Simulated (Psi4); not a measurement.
**One shape, several levels: H4P+ (phosphonium)**

Wanted: a comparison of 4 runs (HF/3-21G, PBE0/6-311G**, MP2/aug-cc-pVDZ, EOM-CCSD/3-21G) of H4P+ (phosphonium). 

The calculation is run with Psi4 1.11.

## (1) The molecule

H4P+: 5 atoms, total charge +1, spin state singlet. As SMILES, `[PH4+]`. The shape comes from GFN2-xTB, which is rough for such elements, and wasn't checked as a minimum.

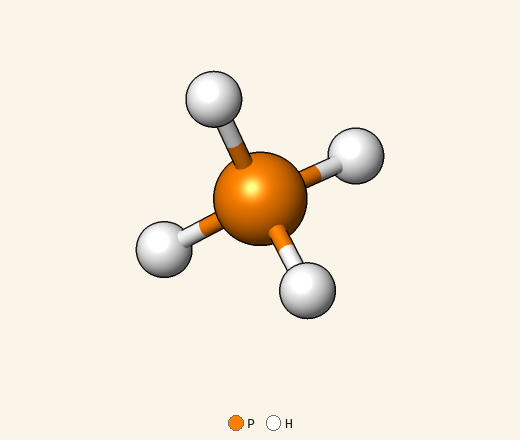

Viewed from a chosen angle; phosphorus orange, hydrogen white.

## (2) The energy at HF/3-21G (run 1)

Contents of calc.py:

```python
import psi4

psi4.set_memory('1600 MB')
psi4.set_num_threads(1)
psi4.set_output_file('psi4.out', False)

geom = psi4.geometry("""
1 1
P     -0.000020     0.000000     0.000050
H      1.357460    -0.061330     0.210450
H     -0.617320    -1.016050     0.691010
H     -0.261860    -0.133750    -1.343340
H     -0.478250     1.211140     0.441830
symmetry c1
""")

options = {'basis': '3-21G', 'puream': True, 'e_convergence': 1e-09, 'd_convergence': 1e-08, 'scf_type': 'pk'}
psi4.set_options(options)

energy_value = psi4.energy('scf')
print(f'total energy {energy_value:.8f} hartree = {energy_value * 27.211386:.5f} eV')
```

Started as:

```
$ python calc.py
```

psi4.out:

```text
Psi4 1.11 release

   => Loading Basis Set <=

    Name: 3-21G
    Role: ORBITAL
    Keyword: BASIS

         ---------------------------------------------------------
                                   SCF
                              RHF Reference
                        1 Threads,   1525 MiB Core
         ---------------------------------------------------------

  ==> Geometry <==

    Molecular point group: c1
    Full point group: C1

    Geometry (in Angstrom), charge = 1, multiplicity = 1:

[... 85 lines left out ...]
                        Total Energy        Delta E     RMS |[F,P]|
[... 4 lines left out ...]
   @RHF iter   3:  -340.99758046837729   -1.12290e-03   4.06539e-04 DIIS/ADIIS
[... 3 lines left out ...]
   @RHF iter   7:  -340.99765333861478   -2.90470e-11   2.48236e-08 DIIS
[... 27 lines left out ...]
  @RHF Final Energy:  -340.99765333861455
[... 6 lines left out ...]
    Total Energy =                       -340.9976533386146116
[... 9 lines left out ...]
 ------------------------------------------------------------------------------------
     Multipole            Electronic (a.u.)      Nuclear  (a.u.)        Total (a.u.)
 ------------------------------------------------------------------------------------

 L = 1.  Multiply by 2.5417464519 to convert [e a0] to [Debye]
 Dipole X            :         -0.0001171            0.0000942           -0.0000229
 Dipole Y            :         -0.0000269            0.0000086           -0.0000184
 Dipole Z            :          0.0001923           -0.0002140           -0.0000216
 Magnitude           :                                                    0.0000365

 ------------------------------------------------------------------------------------

	total time  =          1 seconds =       0.02 minutes
```

On the terminal:

```text
total energy -340.99765334 hartree = -9279.01877 eV
```

It took 2.9 s on 1 thread of AMD EPYC 7R43 (Zen 3), shared host; peak memory 0.17 GiB.

## (3) The energy at PBE0/6-311G(d,p) (run 2)

Contents of h4p.inp:

```
memory 1.6 GB

molecule mol {
  1 1
  P     -0.000020     0.000000     0.000050
  H      1.357460    -0.061330     0.210450
  H     -0.617320    -1.016050     0.691010
  H     -0.261860    -0.133750    -1.343340
  H     -0.478250     1.211140     0.441830
  units angstrom
  symmetry c1
}

set basis 6-311G**
set puream true
set e_convergence 1e-09
set d_convergence 1e-08
set scf_type pk
set dft_radial_points 99
set dft_spherical_points 590

energy('pbe0')
```

Started as:

```
$ psi4 -n 1 h4p.inp h4p.out
```

h4p.out:

```text
Psi4 1.11 release

   => Loading Basis Set <=

    Name: 6-311G**
    Role: ORBITAL
    Keyword: BASIS

         ---------------------------------------------------------
                                   SCF
                              RKS Reference
                        1 Threads,   1525 MiB Core
         ---------------------------------------------------------

  ==> Geometry <==

    Molecular point group: c1
    Full point group: C1

    Geometry (in Angstrom), charge = 1, multiplicity = 1:

[... 141 lines left out ...]
   @RKS iter   2:  -343.31239791827392   -8.15947e-03   3.30116e-03 ADIIS/DIIS
[... 4 lines left out ...]
   @RKS iter   7:  -343.31736478617739   -1.30171e-11   2.37349e-09 DIIS
[... 35 lines left out ...]
    One-Electron Energy =                -517.0920720831488779
[... 4 lines left out ...]
    Total Energy =                       -343.3173647861773929
[... 13 lines left out ...]
 L = 1.  Multiply by 2.5417464519 to convert [e a0] to [Debye]
 Dipole X            :         -0.0001164            0.0000942           -0.0000222
 Dipole Y            :         -0.0000274            0.0000086           -0.0000189
 Dipole Z            :          0.0001881           -0.0002140           -0.0000259
 Magnitude           :                                                    0.0000390

 ------------------------------------------------------------------------------------

	total time  =         10 seconds =       0.17 minutes

    Psi4 run time: 0:00:09.73
```

Wall time 13 s (1 thread of AMD EPYC 7R43 (Zen 3), shared host); peak memory 0.59 GiB.

## (4) A single-point energy at MP2/aug-cc-pVDZ (run 3)

Contents of job.inp:

```
memory 1600 MB

molecule system {
  1 1
  P     -0.000020     0.000000     0.000050
  H      1.357460    -0.061330     0.210450
  H     -0.617320    -1.016050     0.691010
  H     -0.261860    -0.133750    -1.343340
  H     -0.478250     1.211140     0.441830
  symmetry c1
  no_reorient
  no_com
}

set basis aug-cc-pVDZ
set puream true
set e_convergence 1e-09
set d_convergence 1e-08
set scf_type pk
set num_frozen_docc 5
set mp2_type conv

e_tot, wfn = energy('mp2', return_wfn=True)
```

Started as:

```
$ psi4 -i job.inp -o job.out -n 1
```

job.out:

```text
Psi4 1.11 release

   => Loading Basis Set <=

    Name: AUG-CC-PVDZ
    Role: ORBITAL
    Keyword: BASIS

         ---------------------------------------------------------
                                   SCF
                              RHF Reference
                        1 Threads,   1525 MiB Core
         ---------------------------------------------------------

  ==> Geometry <==

    Molecular point group: c1
    Full point group: C1

    Geometry (in Angstrom), charge = 1, multiplicity = 1:

[... 89 lines left out ...]
   @RHF iter   2:  -342.78148731989234   -4.63500e-02   8.63044e-04 ADIIS/DIIS
[... 27 lines left out ...]
    Final Occupation by Irrep:
[... 29 lines left out ...]
 Dipole Z            :         -0.0012536            0.0013228            0.0000692
[... 122 lines left out ...]
  PCG_CONVERGENCE               => (empty)
[... 77 lines left out ...]
	MP2 Total Energy (a.u.)            :  -342.91795187609239
[... 2 lines left out ...]
	total time  =          0 seconds =       0.00 minutes

    Psi4 run time: 0:00:04.36
```

It took 6.6 s on 1 thread of AMD EPYC 7R43 (Zen 3), shared host; peak memory 0.29 GiB.

## (5) The vertical excitations at EOM-CCSD/3-21G (run 4)

Contents of input.in:

```
memory 1600 MB

molecule {
  1 1
  P     -0.00003779     0.00000000     0.00009449
  H      2.56522763    -0.11589690     0.39769286
  H     -1.16656573    -1.92005623     1.30581965
  H     -0.49484368    -0.25275087    -2.53854469
  H     -0.90376152     2.28872290     0.83493769
  units bohr
  symmetry c1
  no_reorient
  no_com
}

set {
  basis 3-21G
  reference rhf
  freeze_core true
  scf_type pk
  roots_per_irrep [3]
}

e_tot, wfn = energy("eom-ccsd", return_wfn=True)
```

Started as:

```
$ psi4 -i input.in -o input.out -n 1
```

input.out:

```text
Psi4 1.11 release

   => Loading Basis Set <=

    Name: 3-21G
    Role: ORBITAL
    Keyword: BASIS

         ---------------------------------------------------------
                                   SCF
                              RHF Reference
                        1 Threads,   1525 MiB Core
         ---------------------------------------------------------

  ==> Geometry <==

    Molecular point group: c1
    Full point group: C1

    Geometry (in Bohr), charge = 1, multiplicity = 1:

[... 90 lines left out ...]
   @RHF iter   3:  -340.99758046835984   -1.12290e-03   4.06539e-04 ADIIS/DIIS
[... 37 lines left out ...]
    Two-Electron Energy =                 149.0803695511957585
[... 115 lines left out ...]
	Reference energy             =   -340.99765333859688
[... 86 lines left out ...]
    Singles CCSD correlation energy           =    0.000000000000000
[... 166 lines left out ...]
EOM State 3     12.873   103824.3   0.4730580909  -340.618404378505
[... 15 lines left out ...]
	Putting into environment energy for root of R irrep 1 and root 3.
	Putting into environment CURRENT ENERGY:             -340.6184043785

	Total # of sigma evaluations: 42

    Psi4 run time: 0:00:04.63
```

Run time: 6.9 s. Hardware: 1 thread of AMD EPYC 7R43 (Zen 3), shared host; peak memory 0.17 GiB.

The roots found:

```tsv
excited state	energy (eV)
1	12.871
2	12.871
3	12.873
```

## (6) Overview of the runs

```tsv
run	level	frozen core orbitals	mp2 type	task	energy (Eh)	HOMO energy (eV)	LUMO energy (eV)	HOMO–LUMO gap (eV)	wall time
1	HF/3-21G	0	–	energy	-340.997653	-22.93	-1.69	21.24	2.9 s
2	PBE0/6-311G**	0	–	energy	-343.317365	-19.35	-5.67	13.68	13 s
3	MP2/aug-cc-pVDZ	5	conv	energy	-342.917952	-22.91	-3.37	19.54	6.6 s
4	EOM-CCSD/3-21G	5	–	excited	-341.091462	-22.93	-1.69	21.24	6.9 s
```

## (7) Results

```
                                    quantity          value
    run 4: ground-state or mean-field energy  -341.09146 Eh
  run 4: HOMO energy (Hartree–Fock orbitals)      -22.93 eV
  run 4: LUMO energy (Hartree–Fock orbitals)       -1.69 eV
run 4: HOMO–LUMO gap (Hartree–Fock orbitals)       21.24 eV
                        run 4: T1 diagnostic          0.003
             run 4: lowest excitation energy       12.87 eV
```

In words: All runs together took 29 s, the longest 13 s.
